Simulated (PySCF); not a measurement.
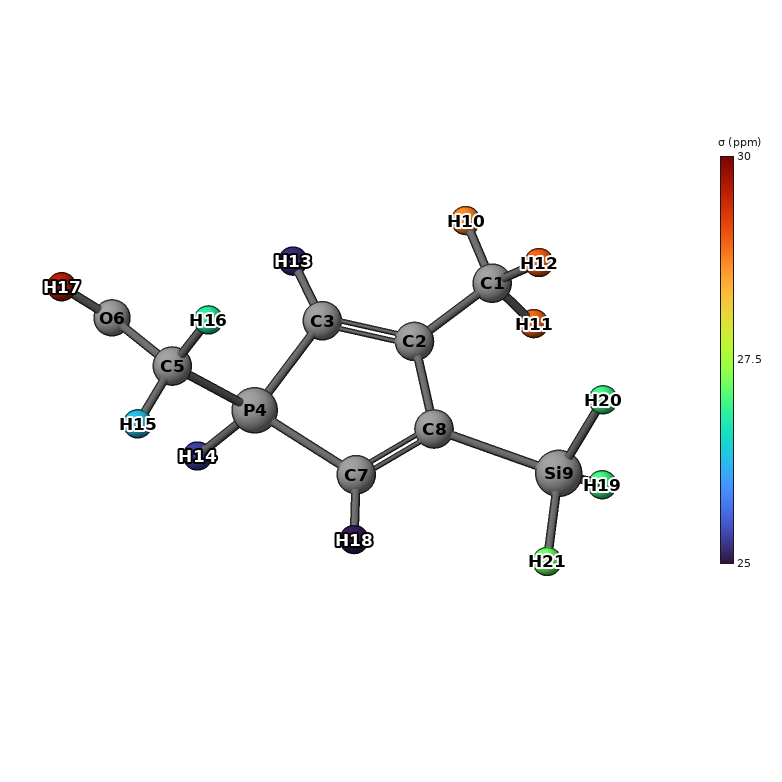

Atoms are coloured by their isotropic NMR shieldings (H only, the others grey). The species has charge +1 and is a spin singlet. The geometry was computed by an optimisation with GFN2-xTB. No frequency run is at hand to confirm it as a minimum. Method: GIAO PBE0/pcSseg-1 NMR shielding, non-relativistic, gas phase (PySCF 2.14.0).

Question: Which H atom is the most shielded (lowest chemical shift)?

Answer: H17 (29.56 ppm).

Question: Which H atom is the least shielded (highest chemical shift)?

Answer: H18 (25.08 ppm).

Question: How wide is the range of H shifts?

Answer: 4.48 ppm.

Give the isotropic NMR shieldings of the H atoms atom by atom.

```
atom  σ (ppm)
 H10    28.68
 H11    28.90
 H12    28.93
 H13    25.20
 H14    25.32
 H15    26.31
 H16    26.83
 H17    29.56
 H18    25.08
 H19    26.98
 H20    26.98
 H21    27.19
```

The geometry is semi-empirical. Around P, Si such bond lengths and angles can be off by a tenth of an ångström or more and by several degrees, and values that hang on the shape move with them.
